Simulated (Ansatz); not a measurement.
# H2S (hydrogen sulfide) at CAM-B3LYP/3-21G

Aim: the electronic atomisation energy of H2S (hydrogen sulfide) at CAM-B3LYP/3-21G, from 3 runs. 

Program for the calculation: Ansatz 0.2.0.

56 further runs of the same task are left out: 2 that didn't finish, 54 set aside as unsound or not needed.

## (1) The structure to begin with

The species is H2S (3 atoms), meant as a singlet with charge 0. As SMILES, `S`. The shape is that of a PBE0-D4/def2-TZVP optimisation.

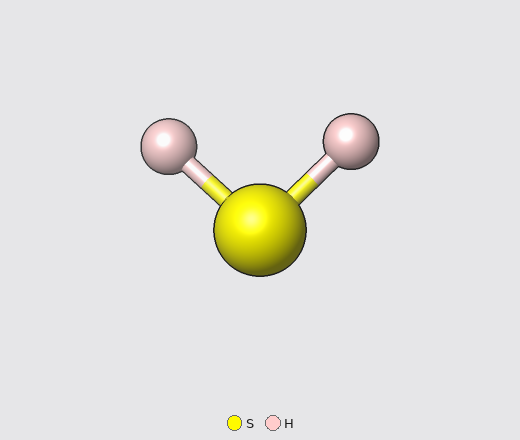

The structure, seen from a chosen angle (sulfur yellow, hydrogen pink).

## (2) A single-point energy at CAM-B3LYP/3-21G

molecule.yaml reads:

```yaml
crystal:
  periodic: [false, false, false]
  atoms:
    - {symbol: S, position_ang: [0.495500, -0.280600, 0.243900]}
    - {symbol: H, position_ang: [0.097900, 0.997700, 0.162400]}
    - {symbol: H, position_ang: [-0.593400, -0.717100, -0.406300]}
basis:
  gaussian:
    orbitals: 3-21G.json
hamiltonian:
  xc: {name: CAM-B3LYP}
accuracy: high
```

The basis set 3-21G is read from a file made from the Basis Set Exchange's data (not shown).

Command:

```
ansatz run molecule.yaml --threads 1 --pin off --max-ram 2610MiB --events-out events.jsonl --progress --plain --runs-dir runs
```

What it wrote:

```text
Warning: RAYON_NUM_THREADS=1 ignored (pool sized by the plan → 1); use --threads N
Functional definition: CAM-B3LYP
  name "CAM-B3LYP"
  parameter alpha = 0.19
  parameter beta = 0.46
  parameter omega = 0.33/bohr
  parameter ac = 0.81
  exchange = (1 - alpha - beta)*b88_x + beta*b88_x_sr(omega) + alpha*exact_x + beta*exact_x_lr(omega)
  correlation = (1 - ac)*vwn5_c + ac*lyp_c
315 factors; integrals over basis functions are off by at most 4.1e-9 eV
127 factors; integrals over basis functions are off by at most 2.1e-9 eV
mean field evaluation 1: about -10813.2217 eV, gradient 1.2e1 eV
mean field evaluation 2: about -10813.5747 eV, gradient 7.7e0 eV
mean field evaluation 4: about -10813.7342 eV, gradient 3.6e-2 eV
mean field evaluation 8: about -10813.7226 eV, gradient 5.6e-5 eV
mean field evaluation 16: about -10813.7226 eV, gradient 2.5e-8 eV
mean field -10813.72264058 eV, -397.3969772368 hartree, gradient 2.5e-8 eV, S^2 0.000000; 0 other end points of the search recorded, 0 dependent functions left out
reference -10813.72265201 eV, -397.3969776567 hartree; 9, 9 occupied and 8, 8 virtual orbitals, 315 factors
Total energy: -10813.72265201 eV, -397.3969776567 hartree
```

It took 0.69 s on 1 thread of Arm Neoverse V1, shared host.

## (3) The H atom at the same level

in.yaml reads:

```yaml
basis:
  gaussian: {orbitals: 3-21G.json}
crystal:
  periodic: [false, false, false]
  atoms:
    - {symbol: H, position_ang: [0.000000, 0.000000, 0.000000]}
total_charge: 0
magnetization: {spin_polarized: true, initial_magnetization: 1}
hamiltonian: {xc: {name: CAM-B3LYP}}
accuracy: high
```

The basis set 3-21G is read from a file made from the Basis Set Exchange's data (not shown).

Run the same way, it converges to -0.49377 Eh (log not shown).

## (4) The S atom

input.yaml reads:

```yaml
crystal:
  periodic: [false, false, false]
  atoms:
    - symbol: S
      position_ang: [0.000000, 0.000000, 0.000000]
basis:
  gaussian:
    orbitals: 3-21G.json
magnetization:
  spin_polarized: true
  initial_magnetization: 2
hamiltonian:
  xc: {name: CAM-B3LYP}
accuracy: high
```

The basis set 3-21G is read from a file made from the Basis Set Exchange's data (not shown).

Run the same way, it converges to -396.15555 Eh (log not shown).

## (5) Outcome

Level: CAM-B3LYP/3-21G.

| quantity | value |
| --- | --- |
| molecule: total energy | -397.39698 Eh |
| H atom: total energy | -0.49377 Eh |
| H atom: ⟨S²⟩ | 0.750 |
| S atom: total energy | -396.15555 Eh |
| S atom: ⟨S²⟩ | 2.000 |
| electronic atomisation energy | 6.909 eV |

**Reading.** Taking the molecule apart into free atoms costs 6.91 eV (667 kJ/mol), before zero-point energy and without spin-orbit coupling. The basis has no polarisation functions, which makes bonds too weak.
